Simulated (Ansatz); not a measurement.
**doublet HCl+ at 3 levels**

We compute a comparison of 3 runs (UBLYP/6-31G*, UPBE0/6-31G*, UMP2/6-31G*) of doublet HCl+. 

The results are computed with Ansatz 0.2.0.

56 further runs of the same task are left out: 2 that didn't finish, 54 set aside as unsound or not needed.

**1. Starting point**

HCl+ has 2 atoms, charge +1, and is taken as a doublet. SMILES of the parent species: `Cl`. Geometry: relaxed at PBE0-D4/def2-TZVP. That shape belongs to the parent species and isn't relaxed for this state.

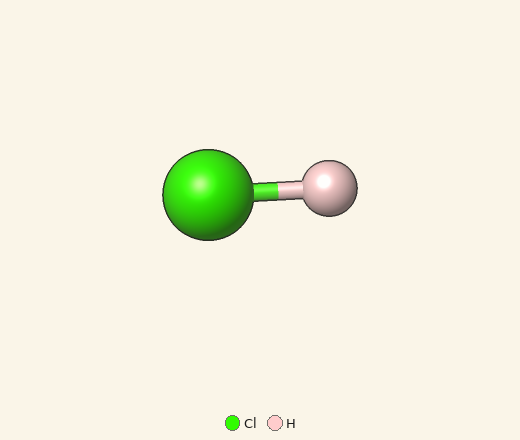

Viewed from a chosen angle; chlorine green, hydrogen pink.

**2. A single-point energy at UBLYP/6-31G(d) (spherical functions) (run 1)**

File run.yaml:

```yaml
crystal:
  periodic: [false, false, false]
  atoms:
    - {symbol: Cl, position_ang: [0.546000, -0.178500, 0.280800]}
    - {symbol: H, position_ang: [-0.546000, 0.178500, -0.280800]}
basis:
  gaussian: {orbitals: 6-31G_st_-spherical.json}
accuracy: high
magnetization: {spin_polarized: true, initial_magnetization: 1}
total_charge: 1
hamiltonian: {xc: {name: BLYP}}
```

The basis set 6-31G* is read from a file made from the Basis Set Exchange's data (not shown).

Run with:

```
$ ansatz run run.yaml --threads 1 --pin off --max-ram 2610MiB --events-out events.jsonl --progress --plain --runs-dir runs
```

Log:

```text
Warning: RAYON_NUM_THREADS=1 ignored (pool sized by the plan → 1); use --threads N
Functional definition: BLYP
  name "BLYP"
  parameter beta = 0.0042
  parameter a = 0.04918
  parameter b = 0.132
  parameter c = 0.2533
  parameter d = 0.349
  exchange = b88_x(beta = beta)
  correlation = lyp_c(a = a, b = b, c = c, d = d)
319 factors; integrals over basis functions are off by at most 3.1e-9 eV
mean field evaluation 1: about -12524.3605 eV, gradient 1.4e1 eV
mean field evaluation 2: about -12524.6953 eV, gradient 1.3e1 eV
mean field evaluation 4: about -12525.5896 eV, gradient 2.7e-1 eV
mean field evaluation 8: about -12525.5812 eV, gradient 1.0e-3 eV
mean field evaluation 16: about -12525.4460 eV, gradient 4.6e0 eV
mean field -12525.58116106 eV, -460.3066175250 hartree, gradient 7.8e-8 eV, S^2 0.751913; 3 other end points of the search recorded, 0 dependent functions left out
reference -12525.58119174 eV, -460.3066186526 hartree; 9, 8 occupied and 11, 12 virtual orbitals, 319 factors
Total energy: -12525.58119174 eV, -460.3066186526 hartree
```

It took 0.87 s on 1 thread of Arm Neoverse V2, shared host.

**3. The energy at UPBE0/6-31G(d) (spherical functions) (run 2)**

File in.yaml:

```yaml
basis:
  gaussian:
    orbitals: 6-31G_st_-spherical.json
crystal:
  periodic: [false, false, false]
  atoms:
    - {symbol: Cl, position_ang: [0.546000, -0.178500, 0.280800]}
    - {symbol: H, position_ang: [-0.546000, 0.178500, -0.280800]}
accuracy: high
hamiltonian:
  xc: {name: PBE0}
total_charge: 1
magnetization:
  spin_polarized: true
  initial_magnetization: 1
```

The basis set 6-31G* is read from a file made from the Basis Set Exchange's data (not shown).

Run with:

```
$ ansatz run in.yaml --threads 1 --pin off --max-ram 2610MiB --events-out events.jsonl --progress --plain --runs-dir runs
```

Log:

```text
Warning: RAYON_NUM_THREADS=1 ignored (pool sized by the plan → 1); use --threads N
Functional definition: PBE0
  name "PBE0"
  parameter a = 0.25
  parameter kappa = 0.804
  parameter beta = 0.06672455060314922
  exchange = (1 - a)*pbe_x(kappa = kappa, mu = beta*pi^2/3) + a*exact_x
  correlation = pbe_c(beta = beta)
319 factors; integrals over basis functions are off by at most 3.1e-9 eV
mean field evaluation 1: about -12520.7493 eV, gradient 1.1e1 eV
mean field evaluation 2: about -12521.2346 eV, gradient 6.7e0 eV
mean field evaluation 4: about -12521.4864 eV, gradient 1.7e-1 eV
mean field evaluation 8: about -12521.4869 eV, gradient 2.2e-3 eV
mean field evaluation 16: about -12521.4869 eV, gradient 7.0e-9 eV
mean field -12521.48690300 eV, -460.1561563168 hartree, gradient 7.8e-9 eV, S^2 0.753017; 0 other end points of the search recorded, 0 dependent functions left out
reference -12521.48690428 eV, -460.1561563636 hartree; 9, 8 occupied and 11, 12 virtual orbitals, 319 factors
Total energy: -12521.48690428 eV, -460.1561563636 hartree
```

Wall time 0.83 s (1 thread of Arm Neoverse V2, shared host).

**4. A single-point energy at UMP2/6-31G(d) (spherical functions) (run 3)**

File run.yaml:

```yaml
crystal:
  periodic: [false, false, false]
  atoms:
    - {symbol: Cl, position_ang: [0.546000, -0.178500, 0.280800]}
    - {symbol: H, position_ang: [-0.546000, 0.178500, -0.280800]}
basis:
  gaussian: {orbitals: 6-31G_st_-spherical.json}
total_charge: 1
magnetization: {spin_polarized: true, initial_magnetization: 1}
correlation: {method: mp2, frozen_orbitals: {Cl: 5, H: 0}}
accuracy: high
```

The basis set 6-31G* is read from a file made from the Basis Set Exchange's data (not shown).

Run with:

```
$ ansatz run run.yaml --threads 1 --pin off --max-ram 2610MiB --events-out events.jsonl --progress --plain --runs-dir runs
```

Log:

```text
Warning: RAYON_NUM_THREADS=1 ignored (pool sized by the plan → 1); use --threads N
Functional definition: HF
  name "HF"
  exchange = exact_x
  correlation = 0
319 factors; integrals over basis functions are off by at most 3.1e-9 eV
mean field evaluation 1: about -12506.7313 eV, gradient 8.4e0 eV
mean field evaluation 2: about -12506.7566 eV, gradient 8.4e0 eV
mean field evaluation 4: about -12507.2242 eV, gradient 6.6e-1 eV
mean field evaluation 8: about -12507.2285 eV, gradient 5.9e-4 eV
mean field evaluation 16: about -12507.2275 eV, gradient 3.1e-1 eV
mean field -12507.22847763 eV, -459.6321688490 hartree, gradient 6.3e-8 eV, S^2 0.757344; 2 other end points of the search recorded, 0 dependent functions left out
5 core orbitals not correlated: weight in the atoms' cores, before any rotation towards them, 1.000 or more for the frozen orbitals, at most 0.000 for the correlated occupied ones
reference -12507.22847763 eV, -459.6321688490 hartree; 4, 3 occupied and 11, 12 virtual orbitals, 319 factors
second order -2.89066013 eV of doubles, -0.00000000 eV of singles
Total energy: -12510.11913777 eV, -459.7383986496 hartree
```

It took 0.14 s on 1 thread of Arm Neoverse V2, shared host.

**5. The series**

```
run                               level  frozen core orbitals  energy (Eh)   ⟨S²⟩  wall time
  1  UBLYP/6-31G* (spherical functions)                     –  -460.306619  0.752     0.87 s
  2  UPBE0/6-31G* (spherical functions)                     –  -460.156156  0.753     0.83 s
  3   UMP2/6-31G* (spherical functions)                     5  -459.738399  0.757     0.14 s
```

**6. Results**

| quantity | value |
| --- | --- |
| run 3: total energy | -459.73840 Eh |
| run 3: correlation energy (5 core orbitals frozen) | -106.2 mEh |
| run 3: ⟨S²⟩ of the reference determinant | 0.757 |

Totals of different functionals can't be ranked against each other. All runs together took 1.8 s, the longest 0.87 s.
